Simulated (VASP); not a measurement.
Band structure of MgSnF6 (space group R-3). Method: PBEsol GGA, VASP's PBE PAW potentials (set 64) (plane waves; VASP).

Unless said otherwise, spin-orbit coupling is left out, though it shifts the bands of the heavy elements here.

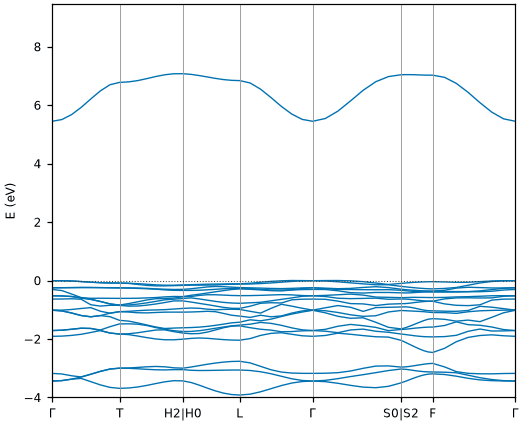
Fig. 1. Bands along high-symmetry lines, zero at the valence-band maximum or, without a gap, the Fermi level

### Question
Read the plot: is there a gap, and where are the band edges?

### Answer
The gap is indirect, 5.45 eV, from the valence maximum at Γ-S0 at 0.29 to the conduction minimum at Γ.

The structure comes from a computed database's MgSnF6 entry (R-3); how it stands against other phases isn't given here. The cell was not relaxed at this level.
